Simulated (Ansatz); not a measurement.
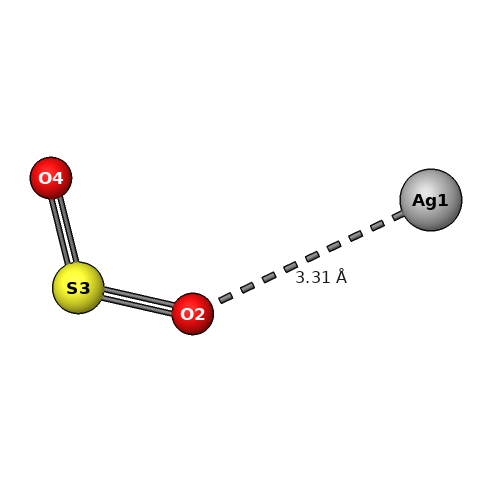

Two molecules or ions; the broken line marks their closest contact (measured against van der Waals radii). Charge +1, singlet. Geometry: a pair of rigid molecules at a changed separation. Program: Ansatz 0.2.0.

> Which two species are they?

Ag and SO2 (`O=S=O.[Ag+]`).

Give the counterpoise-corrected interaction energy (kJ/mol, monomers kept as in the pair) with RHF-CCSD(T) (frozen core)/def2-TZVPPD; ωB97M-V/def2-TZVPPD.

```csv
level,interaction energy (kJ/mol)
RHF-CCSD(T) (frozen core)/def2-TZVPPD,−46.0
ωB97M-V/def2-TZVPPD,−49.1
```
